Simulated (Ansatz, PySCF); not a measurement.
Breaking a bond: SMILES [Li][CH3]. The C1–Li5 bond (C1 also carries H, H, H; Li5 carries nothing else) is stretched with both fragments frozen at the PBE0/def2-TZVP optimised geometry.

```
5

C      0.0000     0.0000     0.0000
H     -0.8763    -0.5060    -0.4287
H      0.8763    -0.5060    -0.4288
H      0.0000     1.0119    -0.4288
Li     0.0000     0.0000     1.9628
```

- RKS-PBE = restricted PBE/cc-pVTZ (Ansatz, an electronic-structure program)
- UKS-B3LYP/6-31G* = unrestricted B3LYP/6-31G*, spherical d (PySCF 2.14.0)
- UKS-B3LYP = unrestricted B3LYP/cc-pVTZ (Ansatz)
- UKS-M06-2X/6-31G* = unrestricted M06-2X/6-31G*, spherical d (PySCF)

Energies are in kcal/mol, each relative to the lowest point of its own curve near equilibrium.

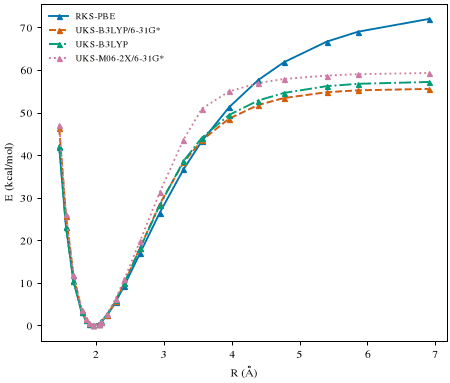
Figure: Energy against bond length for each method.

```tsv
R / Å	RKS-PBE	UKS-B3LYP/6-31G*	UKS-B3LYP	UKS-M06-2X/6-31G*
1.46	41.9	46.3	42.1	47.0
1.56	23.1	25.8	23.1	26.1
1.67	10.5	11.8	10.4	11.9
1.79	3.2	3.7	3.1	3.7
1.85	1.3	1.5	1.2	1.5
1.90	0.4	0.5	0.4	0.5
1.96	0.0	0.0	0.0	0.0
2.04	0.4	0.3	0.4	0.4
2.08	0.8	0.8	1.0	0.9
2.17	2.4	2.5	2.7	2.8
2.29	5.5	5.7	5.9	6.3
2.42	9.4	10.0	10.0	10.8
2.65	17.0	18.2	18.1	19.8
2.94	26.5	28.5	28.2	31.2
3.29	36.6	38.3	38.6	43.6
3.56	43.3	43.4	44.1	50.9
3.96	51.2	48.5	49.4	54.9
4.39	57.6	51.8	52.8	56.9
4.77	61.8	53.4	54.6	57.9
5.40	66.6	54.8	56.2	58.7
5.86	69.0	55.2	56.7	59.0
6.90	72.0	55.5	57.2	59.3
```

At the longest distance, 6.90 Å, RKS-PBE lies highest above its minimum (72.0 kcal/mol) and UKS-B3LYP/6-31G* lowest (55.5 kcal/mol).

The restricted form behind RKS-PBE keeps the bonding electrons paired and can't separate into open-shell fragments. The unrestricted determinant behind UKS-B3LYP/6-31G*, UKS-B3LYP, UKS-M06-2X/6-31G* is spin-contaminated at 3.29 to 6.90 Å (<S²> up to 1.0, against 0.00 for a pure singlet). The unrestricted solution behind UKS-M06-2X/6-31G* changes between 3.56 and 3.96 Å, which can leave a kink.
